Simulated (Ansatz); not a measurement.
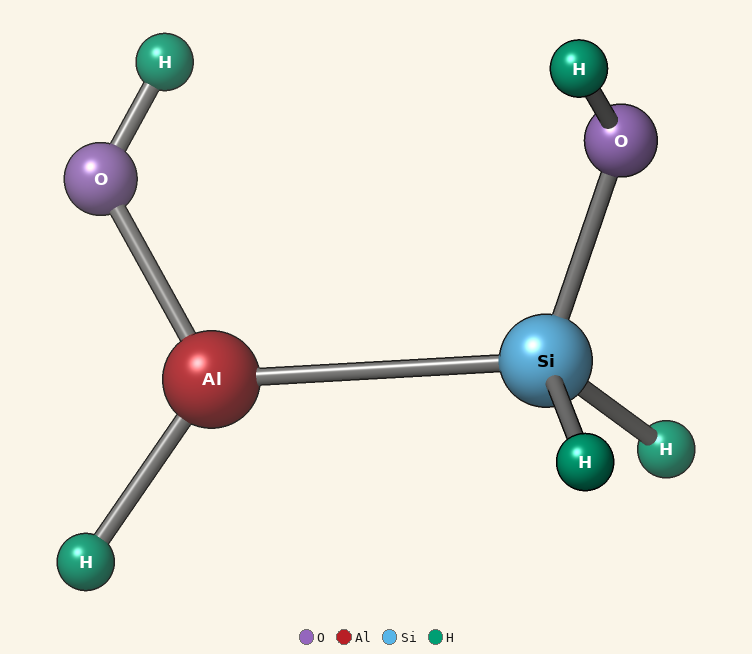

The structure as it stands in the input.

Input file:

```yaml
crystal:
  periodic: [false, false, false]
  atoms:
    - {symbol: O, position_ang: [-0.987553, 2.141968, -0.464557]}
    - {symbol: Al, position_ang: [-0.288009, 1.224152, 0.784859]}
    - {symbol: Si, position_ang: [0.361618, -1.110348, 0.295082]}
    - {symbol: O, position_ang: [0.223167, -1.474443, -1.324094]}
    - {symbol: H, position_ang: [-1.185240, 1.772150, -1.324010]}
    - {symbol: H, position_ang: [-0.113975, 1.979427, 2.166506]}
    - {symbol: H, position_ang: [1.745816, -1.412215, 0.779986]}
    - {symbol: H, position_ang: [-0.542561, -2.076083, 0.980226]}
    - {symbol: H, position_ang: [0.875237, -1.090908, -1.911297]}
basis:
  gaussian: {orbitals: def2-TZVP}
hamiltonian: {xc: {name: wPBEh}, pseudopotentials: {relativity: scalar}}
```

Command:

```sh
ansatz run in.yaml --threads 2 --pin off --events-out ev --progress --plain --max-ram 4352MiB
```

Result:

```
Functional definition: wPBEh
  name "wPBEh"
  cite "Heyd, Scuseria & Ernzerhof, J. Chem. Phys. 118, 8207 (2003) doi:10.1063/1.1564060"
  cite "Krukau, Vydrov, Izmaylov & Scuseria, J. Chem. Phys. 125, 224106 (2006) doi:10.1063/1.2404663"
  cite "Heyd & Scuseria, J. Chem. Phys. 120, 7274 (2004) doi:10.1063/1.1668634"
  cite "Ernzerhof & Perdew, J. Chem. Phys. 109, 3313 (1998) doi:10.1063/1.476928"
  cite "Perdew, Burke & Ernzerhof, Phys. Rev. Lett. 77, 3865 (1996) doi:10.1103/PhysRevLett.77.3865"
  parent pbe
  parameter a = 0.25
  parameter omega = 0.11/bohr
  exchange = wpbe_x - a*pbe_x_sr(omega) + a*exact_x_sr(omega)
  correlation = pbe_c
1069 factors; their error is unknown
88 factors; integrals over basis functions are off by at most 5.8e-7 eV
mean field evaluation 1: about -18663.0524 eV, gradient 7.9e1 eV
mean field evaluation 2: about -18612.9335 eV, gradient 1.7e2 eV
mean field evaluation 4: about -18672.8282 eV, gradient 1.4e1 eV
mean field evaluation 8: about -18673.1463 eV, gradient 1.5e-1 eV
mean field evaluation 16: about -18673.2009 eV, gradient 4.6e-5 eV
mean field -18673.20088898 eV, -686.2274755199 hartree, gradient 4.6e-5 eV, S^2 0.000000; 0 other end points of the search recorded, 0 dependent functions left out
reference -18673.20093609 eV, -686.2274772511 hartree; 24, 24 occupied and 142, 142 virtual orbitals, 1069 factors
Total energy: -18673.20093609 eV, -686.2274772511 hartree
Relativity: scalar
```

The calculation finished and met its thresholds.
